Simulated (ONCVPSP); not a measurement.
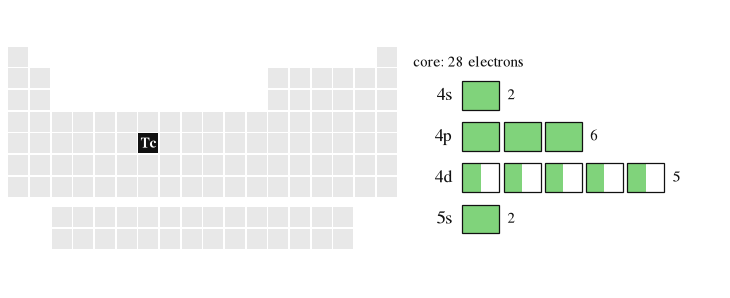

*Left, the place of technetium in the periodic table; right, the valence shells of the reference configuration: a box for each of the 2l + 1 orbitals, shaded by the share of the shell that is filled, with the electron count at the right. The shells are those of the unaltered input.*

# Tc: pseudopotential generation

- system: technetium (Tc, Z = 43), core [Ar] 3d10, reference valence 4s2 4p6 4d5 5s2, valence charge 15. (This line and the method describe the unaltered input from which the odd one was made.)
- method: ONCV potential, PW91, scalar-relativistic, made with ONCVPSP 4.0.1

**Input**
```
# ATOM AND REFERENCE CONFIGURATION
# atsym  z   nc   nv     iexc    psfile
  Tc 43.00    6    4  -109134      upf
#
#   n    l    f
    1    0    2.00
    2    0    2.00
    2    1    6.00
    3    0    2.00
    3    1    6.00
    3    2   10.00
    4    0    2.00
    4    1    6.00
    4    2    5.00
    5    0    2.00
#
# PSEUDOPOTENTIAL AND OPTIMIZATION
# lmax
    2
#
#   l,   rc,      ep,       ncon, nbas, qcut
    0    1.70    0.00    5    9    5.50
    1    1.70    0.00    4    7    1.00
    2    1.70    0.00    4    9    8.70
#
# LOCAL POTENTIAL
# lloc, lpopt,  rc(5),   dvloc0
    2    5    1.70    0.00
#
# VANDERBILT-KLEINMAN-BYLANDER PROJECTORs
# l, nproj, debl
    0    2    3.70
    1    2    1.80
    2    0    2.40
#
# MODEL CORE CHARGE
# icmod, fcfact, rcfact
    2    0.70    0.95
#
# LOG DERIVATIVE ANALYSIS
# epsh1, epsh2, depsh
   -4.00    5.00    0.02
#
# OUTPUT GRID
# rlmax, drl
    6.00    0.01
#
# TEST CONFIGURATIONS
# ncnf
    4
# nvcnf
#   n    l    f
    4
    4    0    2.00
    4    1    6.00
    4    2    5.00
    5    0    1.00
#
    4
    4    0    2.00
    4    1    6.00
    4    2    5.00
    5    0    0.00
#
    4
    4    0    2.00
    4    1    6.00
    4    2    4.00
    5    0    0.00
#
    4
    4    0    1.00
    4    1    6.00
    4    2    5.00
    5    0    2.00
#
```

Run as:
```bash
oncvpsp.x < Tc.dat > Tc.out
```

**The program's output (extracts)**
```
ONCVPSP  (Optimized Norm-Conservinng Vanderbilt PSeudopotential)
scalar-relativistic version 4.0.1

#   n    l    f        energy (Ha)
    1    0    2.00    -7.6702141E+02
    2    0    2.00    -1.0943608E+02
    2    1    6.00    -9.7954017E+01
    3    0    2.00    -1.9061048E+01
    3    1    6.00    -1.5291696E+01
    3    2   10.00    -9.1888680E+00
    4    0    2.00    -2.6987827E+00
    4    1    6.00    -1.6681491E+00
    4    2    5.00    -2.4656838E-01
    5    0    2.00    -1.8743409E-01

Reference configufation results
  iterations    26
  all-electron total energy (Ha)   -4.28632245D+03

Begin loop to  construct optimized pseudo wave functions
and semi-local pseudopoentials for all angular momenta

Calculating optimized projector #   1

 for l=   0

    Fraction of norm inside rc  0.947716
    Optimizing pswf for qcut=   5.49 a_B^-1,  ecut=  15.06 Ha
    Residual kinetic energy error=  1.77D-03 Ha

    Energy error per electron        Cutoff
         Ha          eV             Ha
         0.01000     0.27211       10.96
         0.00100     0.02721       23.20
         0.00010     0.00272       72.79
         0.00001     0.00027       83.70

Calculating optimized projector #   2

 for l=   0

    Fraction of norm inside rc  0.057333
    Optimizing pswf for qcut=   5.49 a_B^-1,  ecut=  15.06 Ha
    Residual kinetic energy error=  7.12D-04 Ha

    Energy error per electron        Cutoff
         Ha          eV             Ha
         0.01000     0.27211        5.11
         0.00100     0.02721       14.24
         0.00010     0.00272       31.77
         0.00001     0.00027       83.85

   Wellstate for l =  1  n =  5
     eigenvalue =   0.1319
     asymptotic potential =   0.6319
     half-point radius =  4.2331

Calculating optimized projector #   1

 for l=   1

    Fraction of norm inside rc  0.891496
    Optimizing pswf for qcut=   1.00 a_B^-1,  ecut=   0.50 Ha
    Residual kinetic energy error=  2.00D+00 Ha

    Energy error per electron        Cutoff
         Ha          eV             Ha
         0.01000     0.27211       24.20
         0.00100     0.02721       46.31
         0.00010     0.00272       53.79
         0.00001     0.00027       72.70

Calculating optimized projector #   2

 for l=   1

    Fraction of norm inside rc  0.066675
    Optimizing pswf for qcut=   1.00 a_B^-1,  ecut=   0.50 Ha
    Residual kinetic energy error=  5.14D-01 Ha

    Energy error per electron        Cutoff
         Ha          eV             Ha
         0.01000     0.27211        8.34
         0.00100     0.02721       19.95
         0.00010     0.00272       61.93
         0.00001     0.00027       73.28

Calculating optimized projector #   1

 for l=   2

    Fraction of norm inside rc  0.579598
    Optimizing pswf for qcut=   8.70 a_B^-1,  ecut=  37.83 Ha
    Residual kinetic energy error=  1.49D-07 Ha

    Energy error per electron        Cutoff
         Ha          eV             Ha
         0.01000     0.27211       17.22
         0.00100     0.02721       22.98
         0.00010     0.00272       27.92
         0.00001     0.00027       31.93

Construct Vanderbilt / Kleinmman-Bylander projectors

B matrix Hermiticity error, ll=   0
   1   2    2.4652E-04

  Orthonormal projector coefficients  8.7587E+00  2.1083E+00

B matrix Hermiticity error, ll=   1
   1   2    1.8391E-04

  Orthonormal projector coefficients -1.1802E+01  4.4900E+00

Model core correction analysis
  based on d2Exc/dn_idn_j

d2excae - all-electron derivatives

   -3.411380D-02   -3.049752D-02   -1.746876D-02   -2.002046D-03
   -3.049770D-02   -2.878098D-02   -1.884345D-02   -2.485248D-03
   -1.746898D-02   -1.884355D-02   -1.905475D-02   -9.173739D-03
   -2.002005D-03   -2.485050D-03   -9.171635D-03   -2.558649D-02

d2excps - pseudofunction derivatives with no core correction

   -4.481542D-02   -3.293825D-02   -1.821609D-02   -3.200517D-03
   -3.293934D-02   -3.155682D-02   -2.028571D-02   -2.699543D-03
   -1.821637D-02   -2.028591D-02   -1.962220D-02   -9.262125D-03
   -3.201328D-03   -2.699363D-03   -9.260022D-03   -2.569896D-02

rms 2nd derivative error    2.986880E-03

amplitude prefactor, scale prefactor
   21.3216    1.0693

d2excps - pseudofunction derivatives with core correction

   -2.950620D-02   -2.819682D-02   -1.685033D-02   -1.742519D-03
   -2.819670D-02   -2.979695D-02   -1.976040D-02   -2.246079D-03
   -1.685043D-02   -1.976057D-02   -1.946446D-02   -9.128205D-03
   -1.742456D-03   -2.245878D-03   -9.126100D-03   -2.556139D-02

rms 2nd derivative error    1.494124E-03

Pseudoatom total energy  -80.848071

Diagnostic tests using Vanderbilt-Kleinman-Bylander pseudopotentials
  1 or more projectors used as specified by nproj input data

   l    rcore       rmatch      e in        delta e   norm test  slope test

   0   1.7095634   1.7614694  -2.6987827   0.0000021   1.0001490   1.0001399
   0   1.7095634   1.7614694  -0.1874341   0.0000035   1.0000379   1.0000307

   1   1.7095634   1.7614694  -1.6681491  -0.0000074   1.0001478   1.0001521
   1   1.7095634   1.7614694   0.1318509   0.0000021   1.0002335   1.0002335

   2   1.7095634   1.7614694  -0.2465684  -0.0000010   1.0000004   1.0000067

 Testing for bound ghosts
   n   l    E NL Schr. Eq   E Basis Diag.   E Cutoff

   1   0       -2.698781       -2.698780    120.03
   2   0       -0.187431       -0.132258    120.03

   2   1       -1.668156       -1.668143     76.55

 Testing for highly-localized positive-energy ghosts
       l    <radius>/rc     E Basis Diag.   E Cutoff

Test configuration 0

   n   l     f        eae           eps        diff
   1   0  2.0000 -767.02140734
   2   0  2.0000 -109.43608288
   2   1  6.0000  -97.95401698
   3   0  2.0000  -19.06104804
   3   1  6.0000  -15.29169559
   3   2 10.0000   -9.18886799
   4   0  2.0000   -2.69878273   -2.69878064    2.09D-06
   4   1  6.0000   -1.66814906   -1.66815649   -7.43D-06
   4   2  5.0000   -0.24656838   -0.24656938   -1.00D-06
   5   0  2.0000   -0.18743409   -0.18743054    3.55D-06

    Total energies and differences
      AE_ref= -4.28632245D+03  AE_tst= -4.28632245D+03  dif=  0.00D+00
      PS_ref= -8.08480709D+01  PS_tst= -8.08480709D+01  dif=  7.11D-14
      PSP excitation error= -7.11D-14

Test configuration 1

   n   l     f        eae           eps        diff
   1   0  2.0000 -767.30129694
   2   0  2.0000 -109.71281492
   2   1  6.0000  -98.23094767
   3   0  2.0000  -19.33840520
   3   1  6.0000  -15.56903655
   3   2 10.0000   -9.46598115
   4   0  2.0000   -2.97739409   -2.97832482   -9.31D-04
   4   1  6.0000   -1.94729292   -1.94755948   -2.67D-04
   4   2  5.0000   -0.52031266   -0.52025496    5.77D-05
   5   0  1.0000   -0.42119402   -0.42127876   -8.47D-05

    Total energies and differences
      AE_ref= -4.28632245D+03  AE_tst= -4.28602045D+03  dif=  3.02D-01
      PS_ref= -8.08480709D+01  PS_tst= -8.05459879D+01  dif=  3.02D-01
      PSP excitation error= -8.25D-05

Test configuration 2

   n   l     f        eae           eps        diff
   1   0  2.0000 -767.62428240
   2   0  2.0000 -110.03137305
   2   1  6.0000  -98.54978476
   3   0  2.0000  -19.65742328
   3   1  6.0000  -15.88802657
   3   2 10.0000   -9.78468935
   4   0  2.0000   -3.29636851   -3.29887000   -2.50D-03
   4   1  6.0000   -2.26616051   -2.26688883   -7.28D-04
   4   2  5.0000   -0.82937633   -0.82930857    6.78D-05

    Total energies and differences
      AE_ref= -4.28632245D+03  AE_tst= -4.28547227D+03  dif=  8.50D-01
      PS_ref= -8.08480709D+01  PS_tst= -7.99975310D+01  dif=  8.51D-01
      PSP excitation error= -3.56D-04

Test configuration 3

   n   l     f        eae           eps        diff
   1   0  2.0000 -768.16379601
   2   0  2.0000 -110.57745164
   2   1  6.0000  -99.09546188
   3   0  2.0000  -20.19754408
   3   1  6.0000  -16.42812420
   3   2 10.0000  -10.32567599
   4   0  2.0000   -3.81307880   -3.81555208   -2.47D-03
   4   1  6.0000   -2.77310431   -2.77329742   -1.93D-04
   4   2  4.0000   -1.29448770   -1.29439233    9.54D-05

    Total energies and differences
      AE_ref= -4.28632245D+03  AE_tst= -4.28441482D+03  dif=  1.91D+00
      PS_ref= -8.08480709D+01  PS_tst= -7.89401005D+01  dif=  1.91D+00
      PSP excitation error= -3.38D-04

Test configuration 4

   n   l     f        eae           eps        diff
   1   0  2.0000 -767.63704713
   2   0  2.0000 -110.02386010
   2   1  6.0000  -98.54364130
   3   0  2.0000  -19.64093058
   3   1  6.0000  -15.87126657
   3   2 10.0000   -9.76745118
   4   0  1.0000   -3.19836380   -3.21598281   -1.76D-02
   4   1  6.0000   -2.15124979   -2.15365651   -2.41D-03
   4   2  5.0000   -0.66983420   -0.66914642    6.88D-04
   5   0  2.0000   -0.47507562   -0.47622275   -1.15D-03

    Total energies and differences
      AE_ref= -4.28632245D+03  AE_tst= -4.28338209D+03  dif=  2.94D+00
      PS_ref= -8.08480709D+01  PS_tst= -7.78983059D+01  dif=  2.95D+00
      PSP excitation error= -9.40D-03
```

**Outcome**

- outcome: generated
- ghost flags of the generator: 0 GHOST(-), 0 GHOST(+)
- largest excitation error printed: 260 meV
- hardware: 1 CPU thread, shared host
- wall time: 4.8 s

**What is odd here**

The input is odd on purpose: qcut of l = 1 set to 1.00. The program ran to the end. The all-electron atom is untouched: its total energy equals that from the unaltered input (−4286.3224 Ha). The pseudo-atom's total energy moves by +0.39 Ha, so the potential, or the configuration in which it is tested, is another one.
